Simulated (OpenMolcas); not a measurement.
## CH6ClSi2: single-point calculation (part 2 of 3)

CH6ClSi2, multiplicity 2, SMILES C[Si]([SiH3])Cl; HF/ANO-R0, ROHF, sfX2C (OpenMolcas 26.06). The geometry comes from this level: PBE0-D4/def2-TZVP.

Geometry of the input (Å):
```
C  -0.8176  1.3759  -0.7590
Si -0.3934  -0.4474  -0.7454
Si 1.2535  -1.0739  0.7914
Cl -2.1231  -1.5126  -0.3300
H  0.0787  1.9662  -0.9650
H  -1.2235  1.6808  0.2097
H  -1.5616  1.5921  -1.5283
H  1.4905  -2.5356  0.6764
H  0.8714  -0.7509  2.1951
H  2.5082  -0.3458  0.4578
```

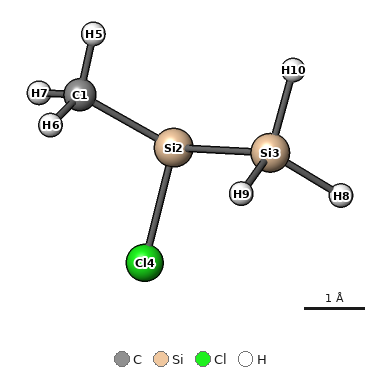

*The structure as given in the input (ball-and-stick view, seen at a tilt; atoms are numbered from 1 in the order of the input).*

## Log, continued
```
++    Natural Bond Order analysis
      ---------------------------
      Based on LoProp computed density
      -------------------------------------------------------------------------------------
      Atom A       Atom B       Bond Order
      -------------------------------------------------------------------------------------
      NBO located      0.997 non-bonded electrons on atom C1
      NBO located      0.919 non-bonded electrons on atom C1
      NBO located      0.996 non-bonded electrons on atom SI2
      NBO located      1.000 non-bonded electrons on atom SI2
      NBO located      1.000 non-bonded electrons on atom SI2
      NBO located      0.999 non-bonded electrons on atom SI2
      NBO located      0.999 non-bonded electrons on atom SI2
      NBO located      0.996 non-bonded electrons on atom SI3
      NBO located      1.000 non-bonded electrons on atom SI3
      NBO located      0.999 non-bonded electrons on atom SI3
      NBO located      0.999 non-bonded electrons on atom SI3
      NBO located      0.999 non-bonded electrons on atom SI3
      NBO located      0.985 non-bonded electrons on atom CL4
      NBO located      0.998 non-bonded electrons on atom CL4
      NBO located      1.000 non-bonded electrons on atom CL4
      NBO located      1.000 non-bonded electrons on atom CL4
      NBO located      1.000 non-bonded electrons on atom CL4
      NBO located      1.000 non-bonded electrons on atom CL4
      The remaining   12.633 electrons are to be considered as diffuse
--

++    Molecular orbitals:
      -------------------

      Title: Natural orbitals

      Molecular orbitals for symmetry species 1: a

          Orbital            1         2         3         4         5         6         7         8         9        10
          Energy         -105.0711  -69.1048  -69.0897  -11.2892  -10.5277   -7.9258   -7.9229   -7.9221   -6.3200   -6.2835
          Occ. No.          2.0000    2.0000    2.0000    2.0000    2.0000    2.0000    2.0000    2.0000    2.0000    2.0000

        1 C1     1s         0.0000   -0.0000   -0.0000    1.0000    0.0000   -0.0000   -0.0001   -0.0000    0.0000    0.0010
        2 C1     2s         0.0000    0.0000    0.0004    0.0054   -0.0010    0.0012    0.0016    0.0011   -0.0008   -0.0257
        3 C1     2px       -0.0000   -0.0000    0.0001    0.0009    0.0010   -0.0017    0.0006   -0.0006    0.0005    0.0011
        4 C1     2py       -0.0000    0.0000   -0.0002    0.0003    0.0005   -0.0012    0.0004    0.0002   -0.0005   -0.0068
        5 C1     2pz       -0.0000   -0.0000   -0.0000   -0.0009    0.0005   -0.0000   -0.0003   -0.0006    0.0010    0.0083
        6 SI2    1s         0.0000    0.0001    0.9994   -0.0000   -0.0000   -0.0000   -0.0000   -0.0000   -0.0001   -0.0344
        7 SI2    2s         0.0000   -0.0000   -0.0347   -0.0002    0.0000   -0.0002   -0.0003   -0.0002   -0.0031   -0.9970
        8 SI2    3s         0.0000    0.0000    0.0002    0.0005   -0.0002   -0.0006    0.0008    0.0002    0.0002   -0.0041
        9 SI2    2px        0.0000   -0.0000   -0.0000   -0.0002   -0.0002    0.0006   -0.0003    0.0001    0.0001    0.0059
       10 SI2    3px        0.0000   -0.0000   -0.0000   -0.0005    0.0001    0.0014   -0.0008    0.0001    0.0007    0.0077
       11 SI2    2py        0.0000    0.0000    0.0001    0.0001   -0.0002    0.0002    0.0003    0.0002   -0.0002   -0.0030
       12 SI2    3py       -0.0000   -0.0000    0.0001   -0.0004    0.0000    0.0010   -0.0004   -0.0002    0.0003    0.0067
       13 SI2    2pz        0.0000   -0.0000    0.0001    0.0002   -0.0003    0.0002    0.0003    0.0003   -0.0002   -0.0089
       14 SI2    3pz       -0.0000   -0.0000    0.0000   -0.0002   -0.0001    0.0001    0.0002    0.0001    0.0004    0.0018
       15 SI3    1s         0.0000    0.9994   -0.0001    0.0000   -0.0000   -0.0000    0.0000    0.0000   -0.0346    0.0001
       16 SI3    2s         0.0000   -0.0346    0.0000    0.0000   -0.0000   -0.0000    0.0000    0.0000   -0.9994    0.0028
       17 SI3    3s        -0.0000   -0.0000   -0.0003   -0.0006    0.0004   -0.0001   -0.0009   -0.0004   -0.0005    0.0095
       18 SI3    2px        0.0000    0.0000    0.0000    0.0000    0.0000    0.0000    0.0000    0.0000   -0.0018   -0.0003
       19 SI3    3px       -0.0000   -0.0000   -0.0000    0.0001    0.0002   -0.0007    0.0005   -0.0002   -0.0008   -0.0037
       20 SI3    2py        0.0000   -0.0000   -0.0000   -0.0000   -0.0000    0.0000   -0.0000   -0.0000    0.0008    0.0001
       21 SI3    3py       -0.0000    0.0000   -0.0000   -0.0000    0.0002   -0.0006    0.0003   -0.0000    0.0001   -0.0005
       22 SI3    2pz       -0.0000    0.0000   -0.0000   -0.0000    0.0000   -0.0000   -0.0000   -0.0000   -0.0013    0.0004
       23 SI3    3pz       -0.0000    0.0000    0.0000    0.0004   -0.0000    0.0001    0.0003    0.0001   -0.0004   -0.0039
       24 CL4    1s         0.9987   -0.0000   -0.0000   -0.0000    0.0517   -0.0007   -0.0004    0.0000    0.0000    0.0002
       25 CL4    2s        -0.0517   -0.0000   -0.0000   -0.0001    0.9986   -0.0130   -0.0061    0.0002    0.0000    0.0010
       26 CL4    3s        -0.0000   -0.0000    0.0003    0.0003    0.0006    0.0031    0.0009    0.0010   -0.0002   -0.0123
       27 CL4    2px        0.0001   -0.0000   -0.0000   -0.0000    0.0121    0.7816    0.3216    0.5343    0.0000    0.0003
       28 CL4    3px       -0.0000   -0.0000    0.0004    0.0012    0.0006    0.0020    0.0033    0.0015   -0.0004   -0.0194
       29 CL4    2py        0.0000   -0.0000   -0.0000   -0.0000    0.0074    0.2725    0.5944   -0.7566    0.0000    0.0002
       30 CL4    3py       -0.0001    0.0000   -0.0005   -0.0002    0.0024   -0.0013    0.0022   -0.0020   -0.0006    0.0074
       31 CL4    2pz       -0.0000    0.0000   -0.0000   -0.0000   -0.0031   -0.5610    0.7370    0.3770   -0.0000   -0.0002
       32 CL4    3pz        0.0000   -0.0000    0.0004   -0.0007   -0.0009    0.0004    0.0014    0.0009    0.0013    0.0093
       33 H5     1s        -0.0000   -0.0000    0.0001    0.0008    0.0008   -0.0019    0.0010   -0.0002   -0.0002   -0.0074
       34 H6     1s         0.0000   -0.0000   -0.0000   -0.0012    0.0000    0.0005   -0.0003   -0.0002    0.0006    0.0029
       35 H7     1s         0.0000    0.0000   -0.0001   -0.0002   -0.0011    0.0012   -0.0001    0.0010   -0.0009   -0.0081
       36 H8     1s         0.0000   -0.0000   -0.0001   -0.0001   -0.0003    0.0006   -0.0008   -0.0002   -0.0001    0.0041
       37 H9     1s         0.0000    0.0000   -0.0001    0.0002   -0.0000    0.0001   -0.0002    0.0001   -0.0000   -0.0008
       38 H10    1s        -0.0000    0.0000   -0.0001   -0.0002    0.0003   -0.0010    0.0005   -0.0003   -0.0005   -0.0009

          Orbital           11        12        13        14        15        16        17        18        19        20
          Energy           -4.3968   -4.3968   -4.3942   -4.3067   -4.3126   -4.3443   -1.0231   -0.7720   -0.6040   -0.9237
          Occ. No.          2.0000    2.0000    2.0000    2.0000    2.0000    2.0000    2.0000    2.0000    2.0000    2.0000

        1 C1     1s         0.0000    0.0001   -0.0000   -0.0025    0.0002   -0.0018    0.0097    0.0107    0.0164    0.0213
        2 C1     2s        -0.0003   -0.0028   -0.0009    0.0696    0.0133    0.0414   -0.2943   -0.2836   -0.2319   -0.4991
        3 C1     2px        0.0015   -0.0013   -0.0009    0.0056   -0.0424    0.0096    0.0524   -0.1682   -0.1440   -0.0933
        4 C1     2py        0.0011   -0.0012    0.0018    0.0142   -0.0296    0.0017    0.0298   -0.0514   -0.0654   -0.1084
        5 C1     2pz        0.0001    0.0010   -0.0010   -0.0181   -0.0110   -0.0007    0.0869    0.0646    0.1385    0.0956
        6 SI2    1s         0.0000    0.0000   -0.0000   -0.0002   -0.0002   -0.0004   -0.0009    0.0029   -0.0002    0.0056
        7 SI2    2s         0.0001    0.0000   -0.0001    0.0009   -0.0034   -0.0041   -0.0073    0.0208   -0.0012    0.0723
        8 SI2    3s         0.0000   -0.0004    0.0004    0.0166   -0.0026    0.0196    0.0446    0.0245    0.1281   -0.1456
        9 SI2    2px       -0.0017    0.0013    0.0095    0.3476   -0.8651    0.3378    0.0089    0.0152    0.0089    0.0560
       10 SI2    3px       -0.0004    0.0015   -0.0012   -0.0186    0.0216   -0.0222   -0.0770   -0.0704   -0.1235    0.1448
       11 SI2    2py       -0.0017   -0.0008   -0.0035   -0.2171   -0.4293   -0.8715    0.0297    0.0019    0.0084   -0.0850
       12 SI2    3py       -0.0006    0.0009   -0.0011   -0.0147    0.0151   -0.0001   -0.0667   -0.0672   -0.1644    0.1128
       13 SI2    2pz       -0.0005   -0.0038    0.0115   -0.9022   -0.2266    0.3476   -0.0032    0.0035   -0.0035   -0.1026
       14 SI2    3pz        0.0001    0.0007   -0.0006   -0.0025    0.0061   -0.0082    0.0080   -0.0390   -0.0309    0.0235
       15 SI3    1s        -0.0000   -0.0000    0.0001    0.0002   -0.0000    0.0000   -0.0011    0.0070   -0.0040   -0.0015
       16 SI3    2s        -0.0001   -0.0005    0.0023    0.0014   -0.0001    0.0002   -0.0075    0.0470   -0.0269   -0.0090
       17 SI3    3s        -0.0004    0.0011    0.0017   -0.0303   -0.0032   -0.0064    0.1150   -0.5474    0.1700    0.2257
       18 SI3    2px       -0.3322    0.6717   -0.6621   -0.0062   -0.0057    0.0079   -0.0018    0.0082   -0.0044   -0.0071
       19 SI3    3px        0.0018   -0.0005    0.0011    0.0079   -0.0136    0.0072    0.0292   -0.1204    0.1303   -0.0459
       20 SI3    2py       -0.9433   -0.2506    0.2186    0.0022    0.0046   -0.0015    0.0014   -0.0042    0.0018    0.0038
       21 SI3    3py        0.0034   -0.0010    0.0001    0.0022   -0.0090   -0.0060    0.0062    0.0743   -0.0364   -0.0162
       22 SI3    2pz        0.0192   -0.6969   -0.7167   -0.0026   -0.0070    0.0068    0.0001   -0.0053    0.0004    0.0081
       23 SI3    3pz       -0.0006   -0.0022   -0.0004    0.0097   -0.0037    0.0107   -0.0200    0.0425    0.0773   -0.0917
       24 CL4    1s        -0.0000    0.0000   -0.0000   -0.0004    0.0002   -0.0003   -0.0015   -0.0012   -0.0031    0.0030
       25 CL4    2s        -0.0000    0.0001   -0.0001   -0.0022    0.0013   -0.0020   -0.0097   -0.0068   -0.0178    0.0167
       26 CL4    3s        -0.0006   -0.0008   -0.0034    0.0406    0.0490    0.0138    0.8413   -0.0533   -0.2677   -0.2273
       27 CL4    2px       -0.0000    0.0000   -0.0000   -0.0007    0.0003   -0.0006   -0.0034   -0.0018   -0.0061    0.0085
       28 CL4    3px        0.0009   -0.0027   -0.0019    0.0565   -0.0072    0.0181   -0.0651    0.0782    0.5899   -0.4322
       29 CL4    2py       -0.0000    0.0000   -0.0000   -0.0004    0.0002   -0.0005   -0.0018   -0.0015   -0.0024    0.0040
       30 CL4    3py        0.0008   -0.0001    0.0067   -0.0273   -0.0650    0.0188    0.1694    0.0942   -0.3170    0.1791
       31 CL4    2pz        0.0000   -0.0000    0.0000    0.0003   -0.0002    0.0003    0.0009    0.0012    0.0019    0.0009
       32 CL4    3pz       -0.0004    0.0020   -0.0061   -0.0121    0.0463   -0.0394   -0.1044   -0.1799   -0.1535    0.1235
       33 H5     1s         0.0014   -0.0023    0.0003    0.0240   -0.0454    0.0165    0.0116   -0.1661   -0.1804   -0.2160
       34 H6     1s        -0.0003    0.0010   -0.0004   -0.0072    0.0033    0.0001    0.0226    0.0709    0.1165    0.0440
       35 H7     1s        -0.0009   -0.0000    0.0010    0.0140    0.0354   -0.0044   -0.1224    0.0149   -0.0574   -0.0447
       36 H8     1s        -0.0043    0.0020    0.0002   -0.0132    0.0117    0.0039    0.0334   -0.2139    0.0649    0.1030
       37 H9     1s        -0.0005   -0.0023   -0.0004    0.0015   -0.0012    0.0057   -0.0043    0.0352    0.0271   -0.0355
       38 H10    1s         0.0046   -0.0001    0.0013    0.0008   -0.0157   -0.0046    0.0462   -0.1835    0.1505    0.0187

          Orbital           21        22        23        24        25        26        27        28        29        30
          Energy           -0.6666   -0.5582   -0.5290   -0.6369   -0.5749   -0.5915   -0.5964   -0.4723   -0.1839    0.2112
          Occ. No.          2.0000    2.0000    2.0000    2.0000    1.9999    1.9998    1.9995    1.9992    1.0000    0.0008

        1 C1     1s         0.0038    0.0091    0.0035   -0.0111   -0.0026    0.0067    0.0045   -0.0014   -0.0028   -0.0051
        2 C1     2s        -0.1620   -0.0612   -0.0307    0.2616    0.0942   -0.0993    0.0897   -0.0311   -0.0991   -0.0246
        3 C1     2px        0.5130    0.1714   -0.0044   -0.1615   -0.0127   -0.1299    0.0047   -0.0325   -0.0472   -0.1228
        4 C1     2py        0.1652   -0.1872    0.0081    0.0693   -0.0474    0.5812    0.0149    0.1047    0.1335    0.0839
        5 C1     2pz        0.2026    0.0283   -0.0287    0.4624    0.3046   -0.0587    0.0620   -0.0052    0.0656    0.0708
        6 SI2    1s         0.0017    0.0012    0.0007   -0.0001   -0.0020    0.0036    0.0050    0.0009    0.0058   -0.0033
        7 SI2    2s         0.0177    0.0176    0.0040   -0.0016   -0.0065    0.0214    0.0305    0.0066    0.0403   -0.0251
        8 SI2    3s         0.0163   -0.0711   -0.0376   -0.0966    0.1262   -0.3234   -0.4924   -0.0823    0.5354   -0.3141
        9 SI2    2px       -0.0957    0.0617   -0.0174   -0.0037    0.0250    0.0001    0.0089    0.0038    0.0011    0.0339
       10 SI2    3px       -0.0746    0.0821   -0.0035   -0.0357    0.1851    0.1932   -0.1506   -0.2198    0.2720    0.8820
       11 SI2    2py       -0.0355   -0.0134   -0.0271    0.0067   -0.0052    0.0034   -0.0029   -0.0036    0.0006    0.0239
       12 SI2    3py       -0.0669    0.1237   -0.0111    0.0115    0.0200   -0.3680    0.1136   -0.0497   -0.2528    0.5983
       13 SI2    2pz       -0.0438    0.0341    0.0057   -0.0095   -0.0085    0.0108    0.0074   -0.0052    0.0021   -0.0088
       14 SI2    3pz       -0.0260    0.0316    0.0090   -0.0148    0.1071    0.0851   -0.2187    0.1131   -0.7566   -0.2704
       15 SI3    1s         0.0009    0.0015   -0.0000    0.0013   -0.0010    0.0007   -0.0010   -0.0013   -0.0020    0.0029
       16 SI3    2s         0.0067    0.0107   -0.0002    0.0088   -0.0056    0.0048   -0.0060   -0.0085   -0.0139    0.0192
       17 SI3    3s        -0.0716   -0.2798   -0.0391   -0.0885    0.1291    0.0733   -0.0474   -0.0659   -0.1735    0.1297
       18 SI3    2px        0.0030   -0.0107   -0.0147   -0.0116    0.0168    0.0049   -0.0099   -0.0002   -0.0001   -0.0113
       19 SI3    3px        0.0324    0.0731    0.2293    0.1533   -0.2876   -0.1380    0.2124    0.1025    0.1652   -0.2238
       20 SI3    2py        0.0022    0.0073   -0.0246    0.0069   -0.0143    0.0013    0.0008    0.0006   -0.0008    0.0062
       21 SI3    3py        0.0008   -0.1169    0.3995   -0.0985    0.1934    0.0471   -0.0591   -0.0530   -0.0720    0.1244
       22 SI3    2pz       -0.0015    0.0064    0.0060    0.0146   -0.0156    0.0055   -0.0268   -0.0084   -0.0026    0.0300
       23 SI3    3pz        0.0306   -0.0744   -0.0773   -0.1459    0.1253   -0.1219    0.3856    0.1665    0.1185    0.4665
       24 CL4    1s        -0.0007    0.0025    0.0008    0.0000    0.0008    0.0008    0.0025   -0.0026    0.0006    0.0169
       25 CL4    2s        -0.0058    0.0153    0.0039    0.0000    0.0048    0.0053    0.0153   -0.0150    0.0032    0.0947
       26 CL4    3s        -0.2410    0.2281    0.0252    0.0059    0.0679    0.0578    0.1492   -0.0880   -0.0185    0.5312
       27 CL4    2px        0.0019    0.0021    0.0022    0.0008   -0.0008    0.0006    0.0071   -0.0041   -0.0003    0.0247
       28 CL4    3px        0.0850    0.1341    0.0158   -0.0816   -0.0506    0.0237   -0.0984    0.2896   -0.1615    0.6358
       29 CL4    2py       -0.0006    0.0028   -0.0004   -0.0010    0.0010    0.0057    0.0029   -0.0046    0.0028    0.0148
       30 CL4    3py        0.1758   -0.5423   -0.0291    0.0964   -0.2151   -0.1319   -0.2259    0.5019    0.0528    0.3689
       31 CL4    2pz       -0.0013   -0.0006   -0.0010    0.0003   -0.0016   -0.0013    0.0017   -0.0022    0.0055   -0.0055
       32 CL4    3pz       -0.1892    0.5131    0.0879   -0.0505    0.1752    0.0513   -0.1038    0.6671    0.3246   -0.1401
       33 H5     1s         0.4407    0.0369   -0.0421   -0.1497   -0.0953    0.1151    0.0153    0.0573   -0.0486   -0.2056
       34 H6     1s         0.0084   -0.0343   -0.0285    0.4973    0.2326    0.0700    0.0706   -0.0074    0.2383   -0.0024
       35 H7     1s        -0.4641   -0.1367    0.0321   -0.1835   -0.1410    0.1717   -0.0699   -0.0051   -0.0850    0.0656
       36 H8     1s        -0.0221    0.1280   -0.4820    0.1467   -0.2796   -0.0647    0.0195    0.0050   -0.0509    0.2166
       37 H9     1s        -0.0028   -0.2295   -0.0715   -0.3179    0.3658   -0.0507    0.3219    0.0929    0.2188   -0.5131
       38 H10    1s        -0.0202    0.0048    0.5634    0.1279   -0.1935   -0.0520    0.0198    0.0327   -0.0265    0.0169

          Orbital           31        32        33        34        35        36        37        38
          Energy            0.1646    0.3247    0.1436    0.2693    0.1885    0.1618    0.3400    0.2559
          Occ. No.          0.0005    0.0002    0.0001    0.0000    0.0000    0.0000    0.0000    0.0000
```
